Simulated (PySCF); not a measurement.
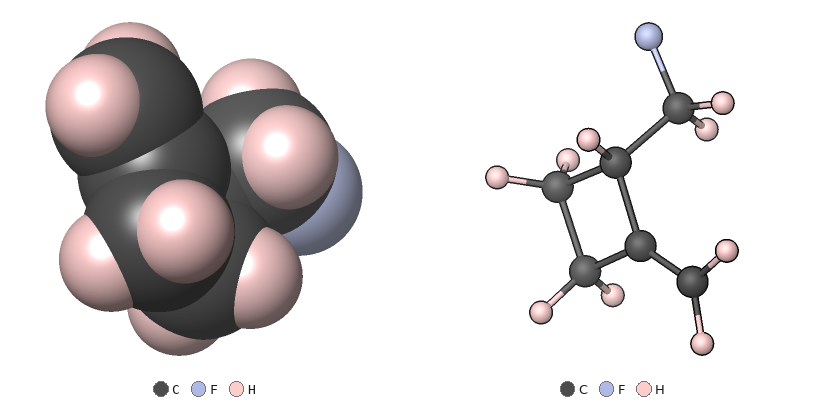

The same structure drawn twice, from different directions.

Computed geometry: PBE0-D3(BJ)/def2-SVP optimisation. No frequency run is at hand to confirm it as a minimum.

Description:

Formula C6H9F. Its SMILES string is `C=C1CC[C@@H]1CF`. Independent rings (smallest set): 1 of 4 members. Among its groups: alkene, C–F bond. The point group is C1. Coordination, clear cases only: 1 C trigonal planar; 1 C tetrahedral.

The parts below concern this one geometry. Atoms keep their numbers from picture to picture.

### Electronic properties

No frequency run is at hand to confirm it as a minimum. Level of theory: ωB97X-D/def2-SVPD in chloroform (IEF-PCM) (PySCF 2.14.0). Excitations: vertical, linear response.

**What is the LUMO energy (Kohn–Sham orbital)?**

1.78 eV.

**Give the HOMO energy (Kohn–Sham orbital) at this level.**

−9.09 eV.

**Estimate the lowest vertical singlet excitation.**

6.71 eV.

**What is the dipole moment?**

1.89 D.

### NMR shielding

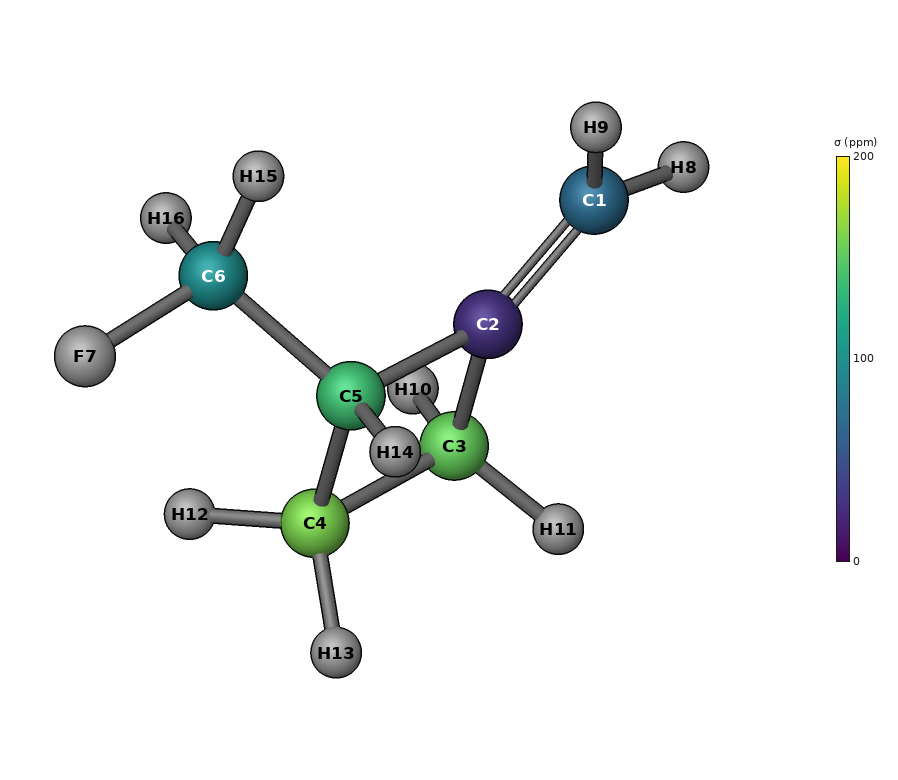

Atoms are coloured by their isotropic NMR shieldings (C only, the others grey). No frequency run is at hand to confirm it as a minimum. Method: GIAO B97-2/pcSseg-1 NMR shielding, non-relativistic, gas phase (PySCF 2.14.0).

Give the isotropic NMR shieldings of the C atoms atom by atom.

```
atom  σ (ppm)
  C1     69.7
  C2     29.6
  C3    153.5
  C4    160.7
  C5    139.0
  C6     97.6
```

### Spin–spin coupling

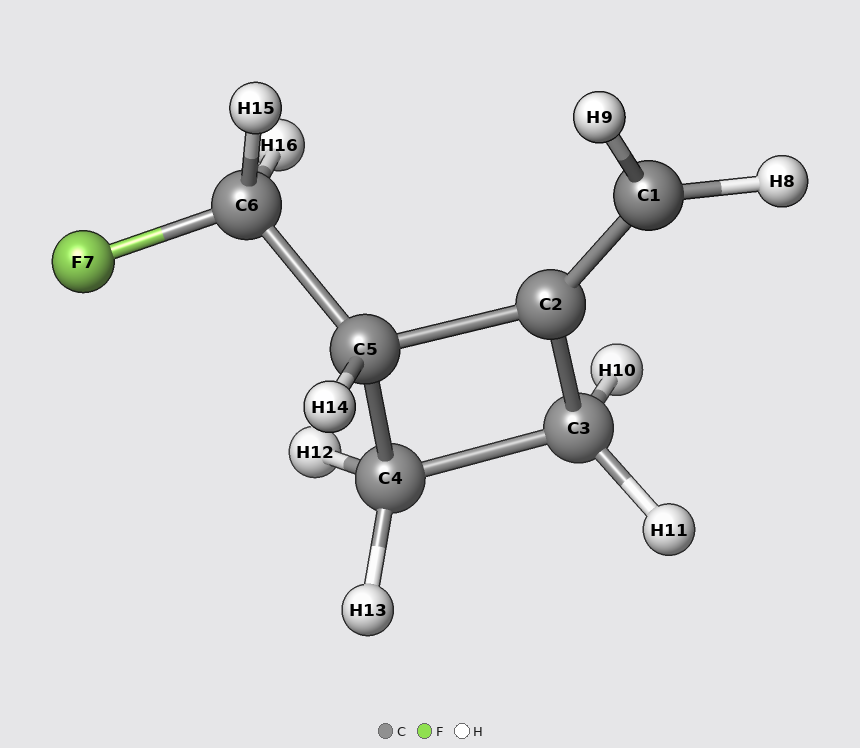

No frequency run is at hand to confirm it as a minimum. Properties computed with B3LYP/pcJ-1 indirect spin-spin coupling, non-relativistic, gas phase (PySCF 2.14.0). Isotopes: 13C, 19F, 1H.

Give the spin–spin coupling constants of these pairs, with the number of bonds between them: C6/F7, C5/F7, F7/H15, F7/H16, C2/F7, C4/F7, F7/H14.

```csv
pair,bonds apart,J (Hz)
"C6, F7",1,−241.3
"C5, F7",2,18.8
"F7, H15",2,53.7
"F7, H16",2,55.7
"C2, F7",3,13.1
"C4, F7",3,2.9
"F7, H14",3,9.2
```

Density functionals are unreliable for couplings to fluorine, so those rows may be far off.
